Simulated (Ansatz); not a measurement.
The figure comes from a scan of C (diamond): a phonon pattern at X = (0.5, 0.5, 0.0) is frozen into a 4-atom cell, Q being the largest atomic displacement. Calculation: PBE (plane waves to 420 eV, PAW, scalar-relativistic; Ansatz, a first-principles code). k mesh 16×16×16 (Γ-centred), Fermi-Dirac smearing 0.05 eV. Energies are smeared free energies. C was relaxed with its symmetry unable to fall. ΔE is measured from the undisplaced structure.

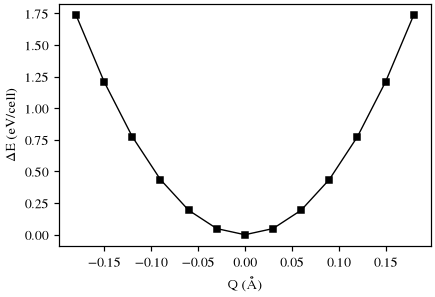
*ΔE (eV/cell) against Q (Å); markers are the computed points, lines only join them.*

**Question.** List the plotted points as numbers.

**Answer.** To the nearest 0.05:

```csv
Q (Å),ΔE (eV/cell)
-0.180,1.75
-0.150,1.20
-0.120,0.80
-0.090,0.45
-0.060,0.20
-0.030,0.05
0.000,0.00
0.030,0.05
0.060,0.20
0.090,0.45
0.120,0.80
0.150,1.20
0.180,1.75
```

(A displaced cell: forces are minus the slopes of the energy, force constants its curvatures, and phonons follow from these.)
